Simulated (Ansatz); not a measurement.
**Redistribution: SiH(CH3)(SiH3)F + SiH2(NH2)(SiH3) → SiH(SiH3)2F + SiH2(CH3)(NH2)**

Gas-phase species: SiH(CH3)(SiH3)F, singlet; SiH2(NH2)(SiH3), singlet; SiH(SiH3)2F, singlet; SiH2(CH3)(NH2), singlet. The partners trade CH3 for SiH3; both sit on Si, so the bond types are kept.

Shapes, held fixed at every level: PBE0-D4/def2-TZVP. Flexible molecules stand in one conformer, not always the lowest. Programs: Ansatz 0.2.0. Electronic energies: no zero-point or thermal term.

```
                level                   kind  ΔE (kJ/mol)  less CCSD(T)/CBS estimate
          HF/def2-SVP           Hartree–Fock         +5.4                       +2.6
     SPW92/def2-TZVPP                    LDA         +4.0                       +1.2
 r2SCAN-D4/def2-TZVPP               meta-GGA         +3.2                       +0.4
   PBE0-D4/def2-TZVPP          global hybrid         +3.4                       +0.6
r2SCAN0-D4/def2-TZVPP          global hybrid         +3.6                       +0.8
    B2PLYP/def2-TZVPP          double hybrid         +3.1                       +0.3
         MP2/def2-SVP    perturbation theory         +6.0                       +3.2
 CCSD(T)/CBS estimate  coupled cluster or CI         +2.8                        0.0
```

The highest level, CCSD(T)/CBS estimate, gives ΔE = +2.8 kJ/mol; the levels span +2.8 to +6.0. That is about zero within the method's error. The column of differences is taken from that level and isn't an error. No measured value is set beside it here. The CBS estimate extrapolates MP2 from def2-TZVPP and def2-QZVPP and adds CCSD(T) − MP2 in the triple-zeta set, cores frozen.

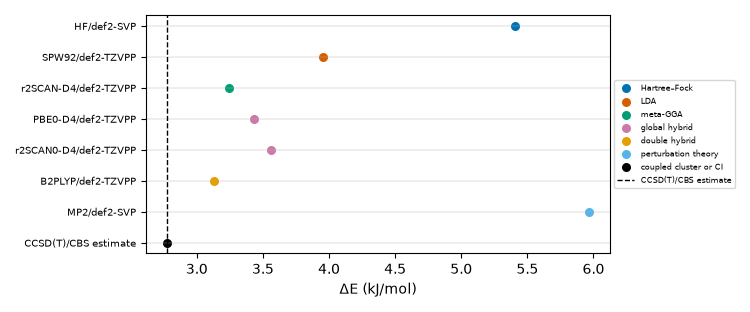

The values of the table, level by level.
